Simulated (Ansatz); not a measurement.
# C2H5FOSi2: a changed input and its effect

System: C2H5FOSi2.
Method of the first run: RKS SPW92 (LDA)/def2-TZVPP (Ansatz 0.2.0).

The geometry comes from this level: PBE0-D4/def2-TZVP. Text and figures count atoms from 1; the logs count them from 0 in places.

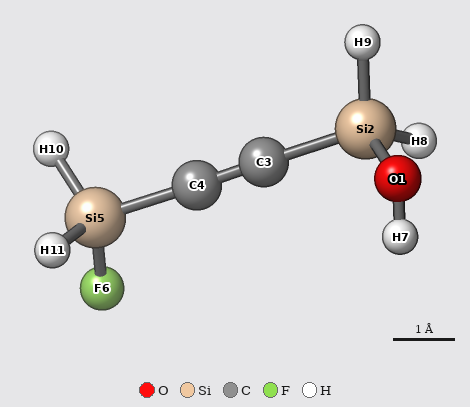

**Figure 1.** The structure (ball-and-stick view, seen at a tilt; atoms are numbered from 1 in the order of the input). Bond lengths as drawn: C–C 1.22 Å, C–Si 1.82 to 1.83 Å, F–Si 1.60 Å, H–O 0.96 Å, H–Si 1.48 Å and O–Si 1.64 Å.

### The input, the first run
```yaml
crystal:
  periodic: [false, false, false]
  atoms:
    - {symbol: O, position_ang: [-0.407200, -3.054829, 0.137251]}
    - {symbol: Si, position_ang: [0.659288, -2.024935, -0.562555]}
    - {symbol: C, position_ang: [0.284328, -0.281829, -0.130904]}
    - {symbol: C, position_ang: [0.020680, 0.873480, 0.137509]}
    - {symbol: Si, position_ang: [-0.341928, 2.599076, 0.583184]}
    - {symbol: F, position_ang: [-1.298743, 3.236439, -0.523483]}
    - {symbol: H, position_ang: [-1.340407, -2.932099, -0.042247]}
    - {symbol: H, position_ang: [0.633096, -2.108650, -2.043921]}
    - {symbol: H, position_ang: [1.990102, -2.381506, -0.030541]}
    - {symbol: H, position_ang: [0.914237, 3.378120, 0.614930]}
    - {symbol: H, position_ang: [-1.048152, 2.639732, 1.881580]}
basis:
  gaussian: {orbitals: def2-TZVPP}
hamiltonian: {xc: lda}
output: {orbitals: {seedname: orbitals}}
```

Command:
```bash
ansatz run in.yaml --threads 4 --pin off --events-out ev --progress --plain --max-ram 10444MiB
```

Hardware: 4 threads of Arm Neoverse V2, 23 GiB of memory available, shared host.

### Output (the first run)
```
Functional definition: SPW92
  exchange = slater_x
  correlation = pw_c
1538 factors; their error is unknown
mean field evaluation 1: about -22551.0234 eV, gradient 8.4e1 eV
mean field evaluation 2: about -22508.3161 eV, gradient 1.6e2 eV
mean field evaluation 4: about -22563.3476 eV, gradient 2.3e1 eV
mean field evaluation 8: about -22564.5251 eV, gradient 2.3e-1 eV
mean field evaluation 16: about -22564.4895 eV, gradient 1.7e-4 eV
mean field -22564.48950512 eV, -829.2296945528 hartree, gradient 2.2e-5 eV, S^2 0.000000; 0 other end points of the search recorded, 0 dependent functions left out
reference -22564.48955084 eV, -829.2296962331 hartree; 31, 31 occupied and 247, 247 virtual orbitals, 1538 factors
Total energy: -22564.48955084 eV, -829.2296962331 hartree
```

For the second run the input was changed thus:
```diff
-hamiltonian: {xc: lda}
+hamiltonian: {xc: pbe0, dispersion: d4}
```

How does the second run compare with the first run?

The total energies belong to different models, so their difference says nothing on which is more stable or more accurate. The HOMO goes from −7.47 to −8.55 eV. The LUMO goes from −2.39 to −1.27 eV.

### Output (the second run)
```
Functional definition: PBE0
  parameter a = 0.25
  parameter kappa = 0.804
  parameter beta = 0.06672455060314922
  exchange = (1 - a)*pbe_x(kappa = kappa, mu = beta*pi^2/3) + a*exact_x
  correlation = pbe_c(beta = beta)
1544 factors; their error is unknown
mean field evaluation 1: about -22656.6416 eV, gradient 7.0e1 eV
mean field evaluation 2: about -22647.8185 eV, gradient 9.8e1 eV
mean field evaluation 4: about -22665.4080 eV, gradient 5.1e0 eV
mean field evaluation 8: about -22665.4686 eV, gradient 1.2e-1 eV
mean field evaluation 16: about -22665.5245 eV, gradient 4.2e-5 eV
mean field -22665.52454921 eV, -832.9426639392 hartree, gradient 4.2e-5 eV, S^2 0.000000; 0 other end points of the search recorded, 0 dependent functions left out
reference -22665.52458614 eV, -832.9426652962 hartree; 31, 31 occupied and 247, 247 virtual orbitals, 1544 factors
Total energy: -22665.72442795 eV, -832.9500093472 hartree
```

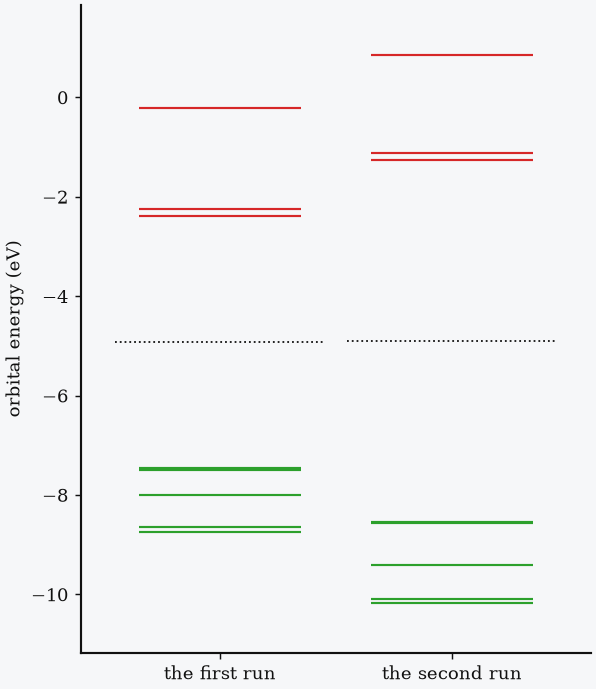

**Figure 2.** The five highest filled and three lowest empty orbital energies of the two runs; the dotted lines part filled from empty levels. The HOMO–LUMO gap is 5.07 eV in the first run and 7.28 eV in the second run.

### The two runs side by side

| quantity | the first run | the second run |
| --- | --- | --- |
| outcome | converged | converged |
| total energy (hartree) | −829.229696 | −832.950009 |
| HOMO (eV) | −7.47 | −8.55 |
| LUMO (eV) | −2.39 | −1.27 |
| basis functions | 278 | 278 |
| wall time (shared host) | 1.5 s | 3.9 s |
